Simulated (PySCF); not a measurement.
# C2H10GaNO: electronic excitations

Wanted: the electronic excitations of C2H10GaNO (`C[C@H](O)[GaH2-][NH3+]`), by calculation.

Programs: PySCF 2.14.0, with density-fitted response routines of our own. Each step states its level of theory. These are calculated values for one molecule in the gas phase, unless marked as measured. Atoms are numbered from 0 throughout.

### 1 The starting structure

15 atoms, charge 0, multiplicity 1; geometry from: GFN2-xTB.

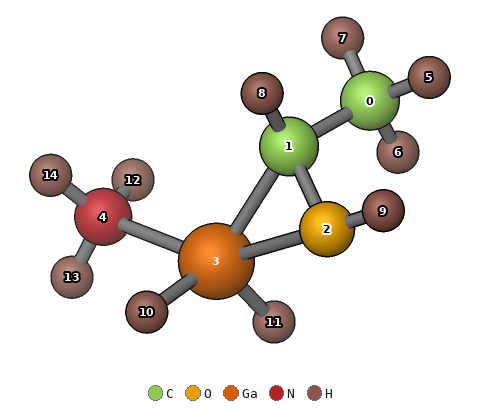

The starting geometry (carbon green, oxygen amber, gallium orange, nitrogen red, hydrogen brown), atoms numbered.

### 2 Ultraviolet spectrum: CAM-B3LYP/def2-SVPD

What the job is given:

```
{"job": {"kind": "uv", "xc": "CAM-B3LYP", "basis": "def2-SVPD", "nstates": 8, "ntriplets": 3}, "charge": 0, "multiplicity": 1}
C     -1.780774    -0.196494     0.911623
C     -0.952567     0.573578    -0.106558
O     -1.335025     0.157928    -1.474591
Ga     0.716843    -0.199532    -0.906708
N      2.451937     0.029299     0.491801
H     -2.853696    -0.044200     0.757453
H     -1.568927    -1.264344     0.833784
H     -1.529652     0.139703     1.916572
H     -1.184528     1.644573    -0.012271
H     -2.292908     0.209598    -1.593417
H      1.369039     0.552506    -2.080539
H      0.743819    -1.744355    -0.890292
H      2.251190    -0.409434     1.387670
H      3.256146    -0.441136     0.083484
H      2.704689     1.000299     0.660077
```

With the program's defaults for keys left out, this is: TDDFT CAM-B3LYP/def2-SVPD, vertical, gas phase, core orbitals frozen in the response.

The run is started by

```console
$ OMP_NUM_THREADS=1 python probes_run.py task.json out
```

The driver reads the jobs from task.json and runs them one after another.

The program printed:

```text
coarse grid: 52800 points
cycle   1  E = -2136.5697475007  dE = -2.314e-01  |g| = 7.414e-01  |ddm| = 4.865e+00
cycle   2  E = -2136.5370368515  dE =  3.271e-02  |g| = 9.034e-01  |ddm| = 1.572e+00
cycle   3  E = -2136.6667667380  dE = -1.297e-01  |g| = 8.738e-02  |ddm| = 8.493e-01
cycle   4  E = -2136.6680227652  dE = -1.256e-03  |g| = 3.995e-02  |ddm| = 1.429e-01
cycle   5  E = -2136.6682788933  dE = -2.561e-04  |g| = 8.487e-03  |ddm| = 4.714e-02
cycle   6  E = -2136.6682916873  dE = -1.279e-05  |g| = 2.020e-03  |ddm| = 1.687e-02
cycle   7  E = -2136.6682925991  dE = -9.118e-07  |g| = 5.799e-04  |ddm| = 4.249e-03
final grid: 111632 points
cycle   8  E = -2136.6682708494  dE = -5.824e-08  |g| = 5.273e-04  |ddm| = 3.810e-03
cycle   9  E = -2136.6682708542  dE = -4.783e-09  |g| = 5.222e-04  |ddm| = 1.363e-03
cycle  10  E = -2136.6682709108  dE = -5.658e-08  |g| = 4.487e-05  |ddm| = 6.134e-04
cycle  11  E = -2136.6682709112  dE = -4.002e-10  |g| = 1.177e-05  |ddm| = 7.018e-05
converged SCF energy = -2136.6682709112

Static polarisability (au): isotropic 74.318, principal 66.476 72.034 84.445

Singlet excitations
state   eV       nm        f      main configurations
  1   5.9386    208.8   0.01298   H->L 0.93
  2   6.3608    194.9   0.02205   H-1->L 0.79, H->L+1 0.14
  3   6.3797    194.3   0.02064   H->L+1 0.77, H-1->L 0.15
  4   7.0347    176.2   0.00038   H-2->L+1 0.47, H-1->L+1 0.35
  5   7.3105    169.6   0.10362   H->L+2 0.61, H->L+3 0.09
  6   7.3660    168.3   0.09981   H-3->L 0.54, H-2->L 0.16
  7   7.4024    167.5   0.01410   H->L+4 0.59, H->L+3 0.10
  8   7.5695    163.8   0.09991   H-1->L+1 0.36, H-2->L+1 0.18, H->L+3 0.12

Triplet excitations (Tamm-Dancoff, eV): 5.7777 6.0966 6.2105
```

It took 68 s on 1 thread of Arm Neoverse V1, shared host; peak memory 0.91 GiB.

The orbitals next to the gap, with their largest atomic shares:

```csv
orbital,eV,atoms
HOMO−3,-9.94,"N4 26 %, Ga3 22 %, O2 16 %"
HOMO−2,-9.37,"O2 50 %, C1 16 %, C0 11 %"
HOMO−1,-8.55,"Ga3 36 %, H11 26 %, H10 23 %"
HOMO,-7.98,"C1 40 %, Ga3 19 %, O2 11 %"
LUMO,0.42,"Ga3 37 %, H13 13 %, H12 13 %"
LUMO+1,1.37,"O2 28 %, Ga3 16 %, H9 15 %"
LUMO+2,1.91,"Ga3 34 %, H13 9 %, O2 8 %"
```

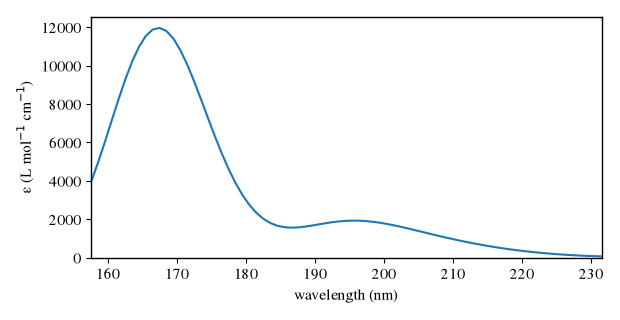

Absorption spectrum: each of the 8 states is a Gaussian band of 0.4 eV half-width at 1/e. Beyond the last state computed it falls off for lack of states.

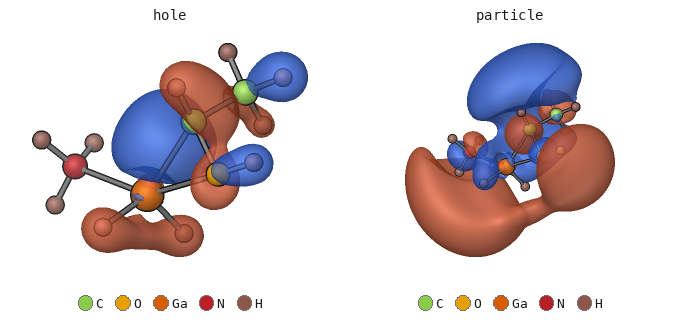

Leading natural transition orbitals of singlet state 5: the electron leaves the hole (left) for the particle orbital (right).

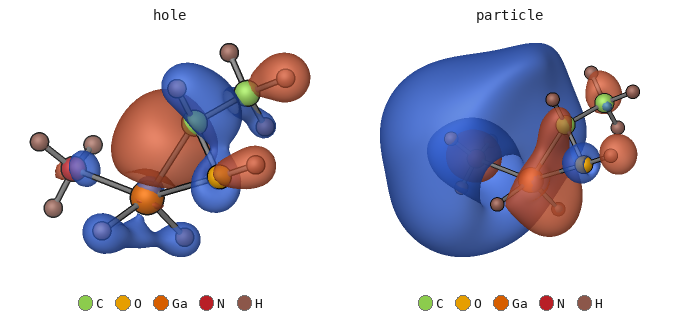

Leading natural transition orbitals of singlet state 1: the electron leaves the hole (left) for the particle orbital (right).

Ground-state properties from the same run:

```csv
property,computed
dipole moment (D),4.32
polarisability (Å³),11.01
HOMO–LUMO gap (eV),8.41
−ε(HOMO) (eV),7.98
```

The fields below are evaluated on a grid from the run's orbitals.

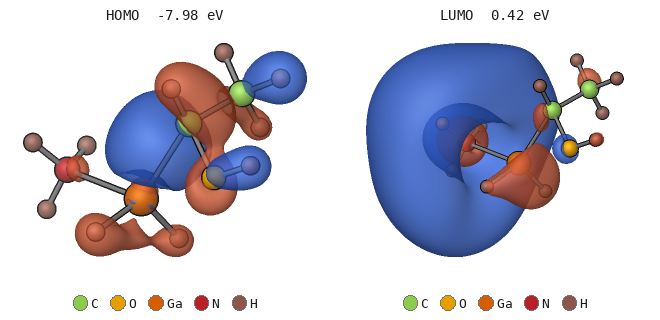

CAM-B3LYP/def2-SVPD orbitals near the gap, drawn at the value that encloses 70 % of each; the two colours are the two signs.

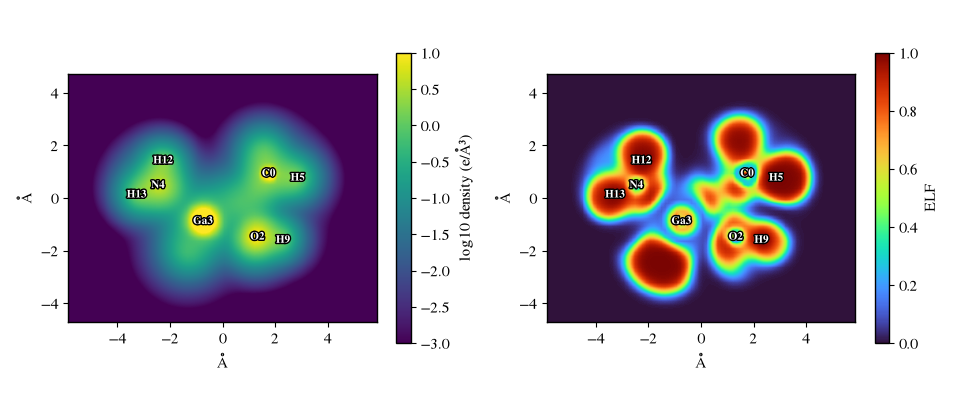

Density (left) and ELF (right) in a plane through or near 8 of the atoms.

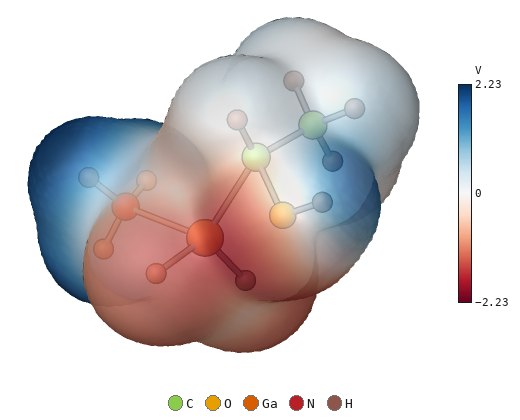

Electrostatic potential on the surface of density 0.002 e/bohr³; red is low, blue high. It runs from -1.56 V near O2 to 2.23 V near H14.

### 3 Results

| quantity | value |
| --- | --- |
| lowest singlet (CAM-B3LYP/def2-SVPD) | 5.94 eV (209 nm), f = 0.013 |
| brightest single state of those computed | state 5, 7.31 eV, f = 0.104 |
| lowest triplet | 5.78 eV |
| surface potential, least and greatest | -1.56 V and 2.23 V |

The lowest singlet, at 5.94 eV, is HOMO→LUMO 0.93 and is weak; of the 8 states computed, the strongest absorption comes from state 5 at 7.31 eV (the last state computed is bright too, and its partners may lie past the list). The lowest triplet lies 0.16 eV below the lowest singlet (triplets in Tamm-Dancoff, singlets in full TDDFT).
